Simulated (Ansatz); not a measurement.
**BH3Cl (doublet): correlated methods under varied settings at distance B1–H4 along a hydrogen transfer = 1.371 Å**

Aim: run BH3Cl (doublet) at one geometry under a spread of methods and options, and see what each costs and gives.

Method: the settings change from run to run; program: Ansatz 0.2.0, Gaussian basis.

19 further runs of the same task are left out: 9 for a known fault of the program, 1 for a mislabelled method, 5 that didn't finish, 4 set aside as unsound or not needed.

### Step 1. The system

The geometry derives from fragments relaxed apart (PBE0/def2-TZVP) and kept rigid, so it is no stationary point. A hydrogen atom is moved between rigid fragments.

5 atoms, charge 0, spin multiplicity 2.

Atoms are counted from 1 here; the program's logs count them from 0.

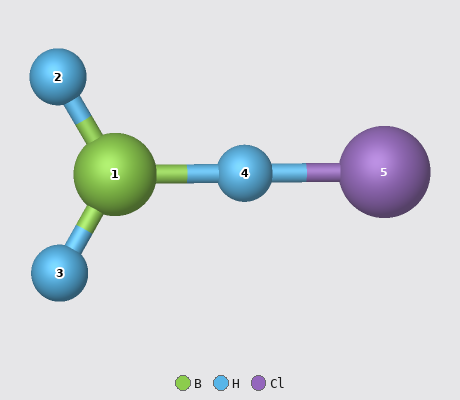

The geometry (boron green, hydrogen blue, chlorine purple); atoms are numbered from 1 in the order of the file.

As a file:

```xyz
5
charge 0, multiplicity 2
B    -2.05653    0.00000    0.00000
H    -2.65326    1.03357    0.00000
H    -2.65326   -1.03357    0.00000
H    -0.68553    0.00000    0.00000
Cl    0.79747    0.00000    0.00000
```

### Step 2. HF/cc-pVDZ

File in.yaml:

```yaml
crystal:
  periodic: [false, false, false]
  atoms:
    - {symbol: B, position_ang: [-2.056528, 0.000000, 0.000000]}
    - {symbol: H, position_ang: [-2.653262, 1.033571, 0.000000]}
    - {symbol: H, position_ang: [-2.653262, -1.033571, 0.000000]}
    - {symbol: H, position_ang: [-0.685528, 0.000000, 0.000000]}
    - {symbol: Cl, position_ang: [0.797472, 0.000000, 0.000000]}
basis:
  gaussian: {orbitals: cc-pVDZ}
magnetization: {spin_polarized: false, initial_magnetization: 1}
hamiltonian: {xc: hf}
output: {orbitals: {seedname: orbitals}}
```

Started as:

```
ansatz run in.yaml --threads 1 --pin off --events-out ev --progress --plain --max-ram 2393MiB
```

Output:

```text
Functional definition: HF
  name "HF"
  cite "Fock, Z. Phys. 61, 126 (1930) doi:10.1007/BF01340294"
  parent pbe
  exchange = exact_x
  correlation = 0
455 factors; integrals over basis functions are off by at most 1.2e-3 eV
mean field evaluation 1: about -13218.7598 eV, gradient 1.4e1 eV
mean field evaluation 2: about -13218.7816 eV, gradient 1.4e1 eV
mean field evaluation 4: about -13219.8967 eV, gradient 1.5e0 eV
mean field evaluation 8: about -13219.9173 eV, gradient 3.5e-3 eV
mean field -13219.91725478 eV, -485.8229983314 hartree, gradient 8.3e-5 eV, S^2 0.750000; 0 other end points of the search recorded, 0 dependent functions left out
reference -13219.91725478 eV, -485.8229983314 hartree; 13, 12 occupied and 34, 35 virtual orbitals, 455 factors
Total energy: -13219.91725478 eV, -485.8229983314 hartree
```

Run time: 0.27 s. Hardware: 1 thread of Arm Neoverse V1, shared host.

### Step 3. MP2 on UHF/STO-3G

in.yaml: that of step 2 with these lines changed.

```diff
@@ -9,5 +9,5 @@
 basis:
-  gaussian: {orbitals: cc-pVDZ}
-magnetization: {spin_polarized: false, initial_magnetization: 1}
-hamiltonian: {xc: hf}
-output: {orbitals: {seedname: orbitals}}
+  gaussian: {orbitals: STO-3G}
+magnetization: {spin_polarized: true, initial_magnetization: 1}
+correlation: {method: mp2, electrons: all}
+scf: {lower_state_search: off}
```

Launched as before.

Output:

```text
Functional definition: HF
  name "HF"
  cite "Fock, Z. Phys. 61, 126 (1930) doi:10.1007/BF01340294"
  parent pbe
  exchange = exact_x
  correlation = 0
these checks for a lower state are left out or cut short: stability, starts, cluster_reference, orbital_swaps, neighbouring_geometries, increment
197 factors; integrals over basis functions are off by at most 3.9e-5 eV
mean field evaluation 1: about -13074.5744 eV, gradient 1.2e1 eV
mean field evaluation 2: about -13074.5982 eV, gradient 1.2e1 eV
mean field evaluation 4: about -13076.7288 eV, gradient 2.0e0 eV
mean field evaluation 8: about -13076.8189 eV, gradient 2.0e-2 eV
mean field -13076.81891319 eV, -480.5642312734 hartree, gradient 1.5e-6 eV, S^2 0.768388; 0 other end points of the search recorded, 0 dependent functions left out
reference -13076.81891319 eV, -480.5642312734 hartree; 13, 12 occupied and 4, 5 virtual orbitals, 197 factors
second order -1.06978892 eV of doubles, -0.00000000 eV of singles
Total energy: -13077.88870210 eV, -480.6035452910 hartree
Checks for a lower state left out: stability, starts, cluster_reference, orbital_swaps, neighbouring_geometries, increment
```

It took 0.09 s on 1 thread of Arm Neoverse V1, shared host.

From the report: ⟨S²⟩ of the determinant 0.768 (pure doublet: 0.75).

### Step 4. CCSD on ROHF/STO-3G

in.yaml: that of step 3 with these lines changed.

```diff
@@ -10,4 +10,3 @@
   gaussian: {orbitals: STO-3G}
-magnetization: {spin_polarized: true, initial_magnetization: 1}
-correlation: {method: mp2, electrons: all}
-scf: {lower_state_search: off}
+magnetization: {spin_polarized: false, initial_magnetization: 1}
+correlation: {method: ccsd, electrons: valence, diis_vectors: 4}
```

The command is unchanged.

Output, cut to the lines that bear on the results:

```text
Functional definition: HF
  name "HF"
  cite "Fock, Z. Phys. 61, 126 (1930) doi:10.1007/BF01340294"
  parent pbe
[...]
197 factors; integrals over basis functions are off by at most 3.9e-5 eV
[...]
mean field -13076.66367368 eV, -480.5585263266 hartree, gradient 2.9e-6 eV, S^2 0.750000; 3 other end points of the search recorded, 0 dependent functions left out
[...]
determinant -13076.66367368 eV, -480.5585263266 hartree, with singles and doubles -13078.39499468 eV, -480.6221512001 hartree
determinant -13074.34829665 eV, -480.4734377903 hartree, with singles and doubles -13075.91327437 eV, -480.5309496606 hartree
determinant -13074.32551704 eV, -480.4726006552 hartree, with singles and doubles -13075.89026393 eV, -480.5301040425 hartree
6 core orbitals not correlated: weight in the atoms' cores, before any rotation towards them, 1.000 or more for the frozen orbitals, at most 0.000 for the correlated occupied ones
reference -13076.66367368 eV, -480.5585263266 hartree; 7, 6 occupied and 4, 5 virtual orbitals, 197 factors
second order -1.12220882 eV of doubles, -0.07539753 eV of singles
cycle   1  -1.73129899 eV  change    2.2e-5 eV  update   1.7e-4
[...]
cycle   4  -1.73130696 eV  change   -2.4e-6 eV  update   1.1e-5
Total energy: -13078.39498064 eV, -480.6221506839 hartree
```

Wall time 0.3 s (1 thread of Arm Neoverse V1, shared host).

From the report: correlation -1.7313 eV; T1 0.014; largest double amplitude 0.06.

### Step 5. CASSCF(1,2)/6-31G*

in.yaml: that of step 4 with these lines changed.

```diff
@@ -9,4 +9,5 @@
 basis:
-  gaussian: {orbitals: STO-3G}
+  gaussian: {orbitals: "6-31G*"}
 magnetization: {spin_polarized: false, initial_magnetization: 1}
-correlation: {method: ccsd, electrons: valence, diis_vectors: 4}
+correlation: {active_space: {window: {electrons: 1, orbitals: 2}}}
+accuracy: high
```

Same command.

Output:

```text
Functional definition: HF
  name "HF"
  cite "Fock, Z. Phys. 61, 126 (1930) doi:10.1007/BF01340294"
  parent pbe
  exchange = exact_x
  correlation = 0
773 factors; integrals over basis functions are off by at most 3.3e-9 eV
mean field evaluation 1: about -13217.8134 eV, gradient 1.5e1 eV
mean field evaluation 2: about -13217.8354 eV, gradient 1.5e1 eV
mean field evaluation 4: about -13219.1178 eV, gradient 1.5e0 eV
mean field evaluation 8: about -13219.1402 eV, gradient 2.1e-1 eV
mean field evaluation 16: about -13219.1416 eV, gradient 2.7e-8 eV
mean field -13219.14161265 eV, -485.7944940090 hartree, gradient 2.8e-8 eV, S^2 0.750000; 0 other end points of the search recorded, 0 dependent functions left out
reference -13219.14161265 eV, -485.7944940090 hartree; 13, 12 occupied and 27, 28 virtual orbitals, 773 factors
state -13219.14161265 eV, -485.7944940090 hartree
Total energy: -13219.14161265 eV, -485.7944940090 hartree
```

Wall time 0.72 s (1 thread of Arm Neoverse V1, shared host).

From the report: 2 determinants; active occupations 1.00, 0.00. With so small a space the active step adds no correlation: the energy is the mean field's.

### Step 6. NEVPT2(5,4)/STO-3G

in.yaml: that of step 5 with these lines changed.

```diff
@@ -9,5 +9,4 @@
 basis:
-  gaussian: {orbitals: "6-31G*"}
+  gaussian: {orbitals: STO-3G}
 magnetization: {spin_polarized: false, initial_magnetization: 1}
-correlation: {active_space: {window: {electrons: 1, orbitals: 2}}}
-accuracy: high
+correlation: {method: sc_nevpt2, electrons: outside_noble_gas, active_space: {window: {electrons: 5, orbitals: 4}}}
```

Same command.

Output:

```text
Functional definition: HF
  name "HF"
  cite "Fock, Z. Phys. 61, 126 (1930) doi:10.1007/BF01340294"
  parent pbe
  exchange = exact_x
  correlation = 0
197 factors; integrals over basis functions are off by at most 3.9e-5 eV
mean field evaluation 1: about -13074.5266 eV, gradient 1.5e1 eV
mean field evaluation 2: about -13074.5502 eV, gradient 1.4e1 eV
mean field evaluation 4: about -13076.6416 eV, gradient 1.2e0 eV
mean field evaluation 8: about -13076.6637 eV, gradient 1.2e-3 eV
mean field evaluation 16: about -13076.6503 eV, gradient 7.2e-1 eV
mean field -13076.66367368 eV, -480.5585263266 hartree, gradient 2.9e-6 eV, S^2 0.750000; 1 other end points of the search recorded, 0 dependent functions left out
reference -13076.66367368 eV, -480.5585263266 hartree; 13, 12 occupied and 4, 5 virtual orbitals, 197 factors
state -13077.30078268 eV, -480.5819396508 hartree
state -13077.30078268 eV, -480.5819396508 hartree; corrected -13078.02727468 eV, -480.6086377394 hartree
Total energy: -13078.02727468 eV, -480.6086377394 hartree
```

It took 0.21 s on 1 thread of Arm Neoverse V1, shared host.

From the report: 24 determinants; active occupations 2.00, 1.97, 1.00, 0.03.

### Step 7. CCSD(T) on UHF/def2-mTZVP

in.yaml: that of step 6 with these lines changed.

```diff
@@ -9,4 +9,4 @@
 basis:
-  gaussian: {orbitals: STO-3G}
-magnetization: {spin_polarized: false, initial_magnetization: 1}
-correlation: {method: sc_nevpt2, electrons: outside_noble_gas, active_space: {window: {electrons: 5, orbitals: 4}}}
+  gaussian: {orbitals: def2-mTZVP}
+magnetization: {spin_polarized: true, initial_magnetization: 1}
+correlation: {method: ccsd_t, electrons: valence}
```

Same command.

Output, cut to the lines that bear on the results:

```text
Functional definition: HF
  name "HF"
  cite "Fock, Z. Phys. 61, 126 (1930) doi:10.1007/BF01340294"
  parent pbe
[...]
469 factors; integrals over basis functions are off by at most 1.0e-3 eV
[...]
mean field -13220.21264091 eV, -485.8338535715 hartree, gradient 2.2e-6 eV, S^2 0.774515; 2 other end points of the search recorded, 0 dependent functions left out
determinant -13220.21264091 eV, -485.8338535715 hartree, with singles and doubles -13226.74922309 eV, -486.0740685359 hartree
determinant -13217.77133311 eV, -485.7441371647 hartree, with singles and doubles -13224.16821084 eV, -485.9792180852 hartree
determinant -13217.73690556 eV, -485.7428719753 hartree, with singles and doubles -13224.13119096 eV, -485.9778576298 hartree
6 core orbitals not correlated: weight in the atoms' cores, before any rotation towards them, 1.000 or more for the frozen orbitals, at most 0.000 for the correlated occupied ones
reference -13220.21264091 eV, -485.8338535715 hartree; 7, 6 occupied and 37, 38 virtual orbitals, 469 factors
second order -5.66529326 eV of doubles, -0.00000000 eV of singles
cycle   1  -6.52104533 eV  change   -1.6e-1 eV  update   1.9e-2
[...]
cycle   8  -6.53902364 eV  change   -9.1e-6 eV  update   1.4e-5
perturbative correction -0.12861716 eV, -0.0047265936 hartree
Total energy: -13226.88028172 eV, -486.0788848516 hartree
```

It took 2.2 s on 1 thread of Arm Neoverse V1, shared host.

From the report: ⟨S²⟩ of the determinant 0.775 (pure doublet: 0.75); correlation -6.6676 eV; T1 0.013; largest double amplitude 0.04.

### Step 8. NEVPT2(3,7)/cc-pVDZ

in.yaml: that of step 7 with these lines changed.

```diff
@@ -9,4 +9,4 @@
 basis:
-  gaussian: {orbitals: def2-mTZVP}
-magnetization: {spin_polarized: true, initial_magnetization: 1}
-correlation: {method: ccsd_t, electrons: valence}
+  gaussian: {orbitals: cc-pVDZ}
+magnetization: {spin_polarized: false, initial_magnetization: 1}
+correlation: {method: sc_nevpt2, electrons: outside_noble_gas, active_space: {window: {electrons: 3, orbitals: 7}, states: [{multiplicity: 2, weights: [1, 0.5, 0.5, 0.5]}, {multiplicity: 4, weights: [1]}]}}
```

The command is unchanged.

Output, cut to the lines that bear on the results:

```text
Functional definition: HF
  name "HF"
  cite "Fock, Z. Phys. 61, 126 (1930) doi:10.1007/BF01340294"
  parent pbe
[...]
868 factors; integrals over basis functions are off by at most 2.4e-7 eV
[...]
mean field -13219.91727306 eV, -485.8229990032 hartree, gradient 2.1e-6 eV, S^2 0.750000; 0 other end points of the search recorded, 0 dependent functions left out
reference -13219.91727306 eV, -485.8229990032 hartree; 13, 12 occupied and 34, 35 virtual orbitals, 868 factors
state -13219.98405120 eV, -485.8254530545 hartree
state -13217.58423975 eV, -485.7372616104 hartree
state -13217.07162949 eV, -485.7184235308 hartree
state -13214.34937904 eV, -485.6183826722 hartree
state -13219.98405120 eV, -485.8254530545 hartree; corrected -13226.04442493 eV, -486.0481676814 hartree
state -13217.58423975 eV, -485.7372616104 hartree; corrected -13223.65853068 eV, -485.9604876849 hartree
state -13217.07162949 eV, -485.7184235308 hartree; corrected -13223.48647720 eV, -485.9541648359 hartree
state -13214.34937904 eV, -485.6183826722 hartree; corrected -13220.68150593 eV, -485.8510840433 hartree
state -13214.76850816 eV, -485.6337853830 hartree
state -13214.76850816 eV, -485.6337853830 hartree; corrected -13221.01031911 eV, -485.8631677047 hartree
Total energy: -13223.13371456 eV, -485.9412010480 hartree
```

Wall time 5.5 s (1 thread of Arm Neoverse V1, shared host).

From the report: 75 determinants; active occupations (of the averaged states) 1.42, 0.98, 0.57, 0.02, 0.01, 0.00, 0.00.

### Step 9. All runs side by side

Where basis and cores are those of an earlier UCCSDT(Q)/cc-pVDZ run (-13227.3606 eV), and the state is the same kind, the miss against it is given.

| level | correlated | functions | energy (eV) | from UCCSDT(Q) (meV) | time |
| --- | --- | --- | --- | --- | --- |
| HF/cc-pVDZ |  | 47 | -13219.9173 | 7443.3 | 0.27 s |
| MP2 on UHF/STO-3G | all | 17 | -13077.8887 |  | 0.09 s |
| CCSD on ROHF/STO-3G | valence | 17 | -13078.3950 |  | 0.3 s |
| CASSCF(1,2)/6-31G* |  | 40 | -13219.1416 |  | 0.72 s |
| NEVPT2(5,4)/STO-3G | outside noble gas | 17 | -13078.0273 |  | 0.21 s |
| CCSD(T) on UHF/def2-mTZVP | valence | 50 | -13226.8803 |  | 2.2 s |
| NEVPT2(3,7)/cc-pVDZ (mean of several states) | outside noble gas | 47 | -13223.1337 |  | 5.5 s |

### Step 10. Summary of results

| quantity | value |
| --- | --- |
| runs | 7 |
| quickest | MP2 on UHF/STO-3G, 0.09 s |
| slowest | NEVPT2(3,7)/cc-pVDZ (mean of several states), 5.5 s |

What this shows: Total energies in different bases, with other cores or another treatment of relativity can't be set against each other. NEVPT2(3,7)/cc-pVDZ (mean of several states) took 61 times as long as MP2 on UHF/STO-3G; the jobs differ in more than the method. Hartree-Fock, CASSCF and CASCI lack dynamic correlation by design.
